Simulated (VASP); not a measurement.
Band structure of NiAl (space group Pm-3m). Level of theory: PBE GGA, VASP's PBE PAW potentials (set 64) (plane waves; VASP).

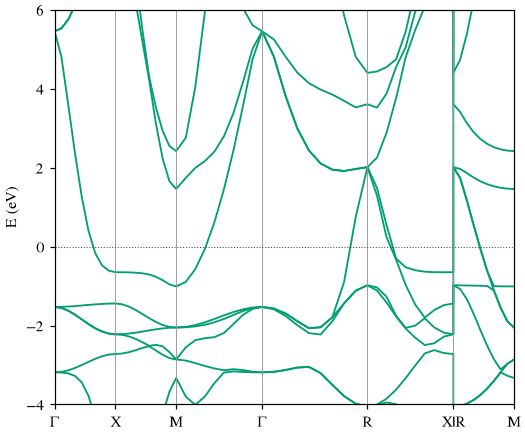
Figure: Bands along high-symmetry lines, zero at the valence-band maximum or, without a gap, the Fermi level

**Question.** Read the plot: is there a gap, and where are the band edges?

**Answer.** It has no gap at this level: it comes out as a metal or semimetal.

The structure is a typed NiAl crystal (Pm-3m). The cell was not relaxed at this level. The run is not spin-polarised, so no magnetic state was tried. The electron count is odd and the run is not spin-polarised, which forces a metal.
